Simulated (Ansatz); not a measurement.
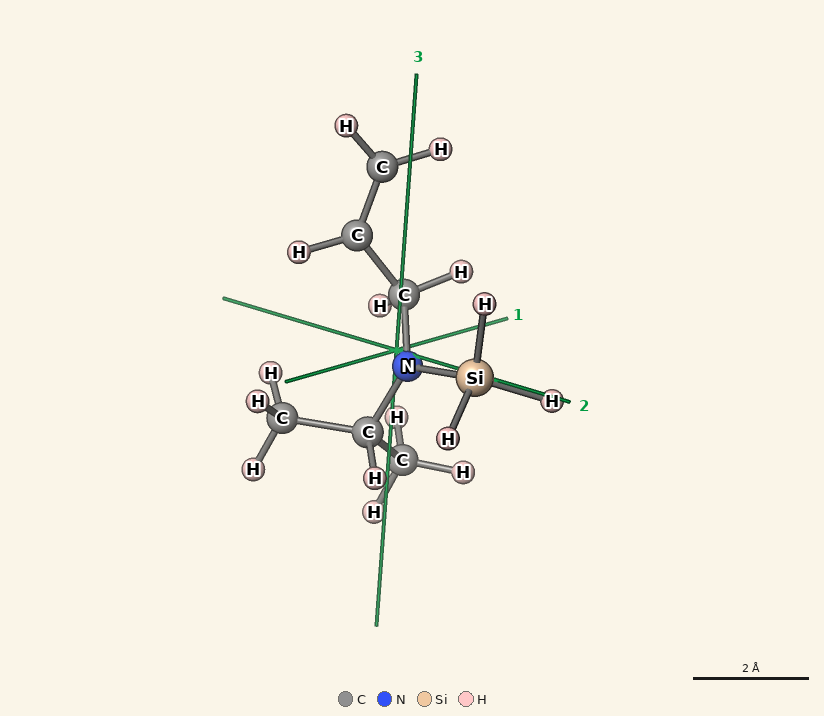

The three principal axes of inertia are drawn and numbered. Depth is shown by fading: the farther an atom, the more it takes the colour of the background. Computed geometry: PBE0-D4/def2-TZVP optimisation. No frequency run is at hand to confirm it as a minimum. Masses are those of the most abundant isotopes; constants are for the rigid equilibrium geometry.

**Which line is the a axis (least moment of inertia), which b and which c?**

a is line 3, b is line 2, c is line 1; the moments are 260, 414, 560 u Å².

**What kind of rotor is it, and what are its rotational constants in GHz?**

An asymmetric top (C1): A = 1.94, B = 1.22, C = 0.902 GHz. Ray's parameter κ is −0.39, nearer the prolate limit.
